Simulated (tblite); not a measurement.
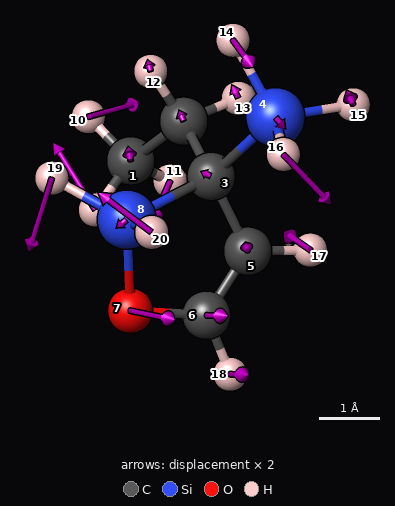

This is a relaxation of C₅H₁₂OSi₂. The starting structure is drawn; purple arrows show the displacements, magnified 2 times. The two geometries are superimposed by the best rigid fit.

A ball-and-stick model, seen from a free direction.

The calculation used tblite 0.8.0, GFN2-xTB geometry optimisation, gas phase. 

### What did the optimiser do to the structure, and how much energy did it gain?

The atom that moves furthest after the best rigid fit is an H atom (0.76 Å). Largest moves by element: H 0.76 Å, O 0.70 Å, C 0.31 Å, Si 0.14 Å. Among the contacts that change: O–Si 1.759 → 1.648 Å, C–Si 1.866 → 1.921 Å, C–C 1.487 → 1.533 Å, C–C 1.279 → 1.323 Å. Among the angles between lasting bonds that change: Si–C–C 114.2° → 106.3°, C–O–Si 105.2° → 112.1°, C–C–H 122.2° → 127.9°. Groups turn about C–C by about 35°, C–Si by about 30°, O–Si by about 30°. Over 112 geometry steps the energy falls by 18.4 kcal/mol.
